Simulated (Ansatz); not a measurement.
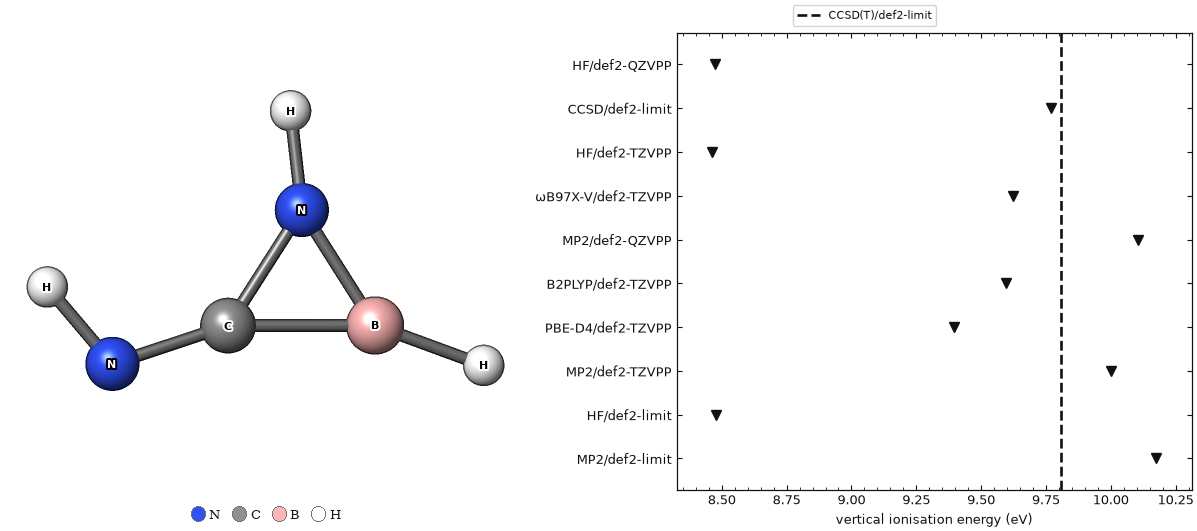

Vertical ionisation energy of CH₃BN₂, SMILES N(=C1\BN1)/[H], taken as the energy of the cation less that of the neutral at fixed geometry (unrestricted doublet cation, cores frozen in correlated methods, no spin-orbit coupling), the Ansatz code, at a PBE0-D4/def2-TZVP geometry (a minimum by its frequencies). Limit means an estimate of the basis limit from triple and quadruple zeta; for coupled cluster it is either extrapolated directly or built as the MP2 limit plus the step from MP2 in triple zeta. B2PLYP/def2-TZVPP holds a correlation term that converges slowly with the basis, so part of the distance to the limit is basis error. The distance of MP2/def2-QZVPP and MP2/def2-TZVPP to the limit includes basis error.

Q: Which level comes closest to the line (CCSD(T)/def2-limit), and which misses most?

A: Closest CCSD/def2-limit (9.77 eV), against 9.81 eV; farthest HF/def2-TZVPP (8.46 eV).

Q: Give the values.

A:
```csv
level,eV,less CCSD(T)/def2-limit
HF/def2-QZVPP,8.48,−1.33
CCSD/def2-limit,9.77,−0.04
HF/def2-TZVPP,8.46,−1.35
ωB97X-V/def2-TZVPP,9.62,−0.19
MP2/def2-QZVPP,10.11,0.30
B2PLYP/def2-TZVPP,9.60,−0.21
PBE-D4/def2-TZVPP,9.40,−0.41
MP2/def2-TZVPP,10.00,0.19
HF/def2-limit,8.48,−1.33
MP2/def2-limit,10.17,0.37
CCSD(T)/def2-limit,9.81,0.00
```
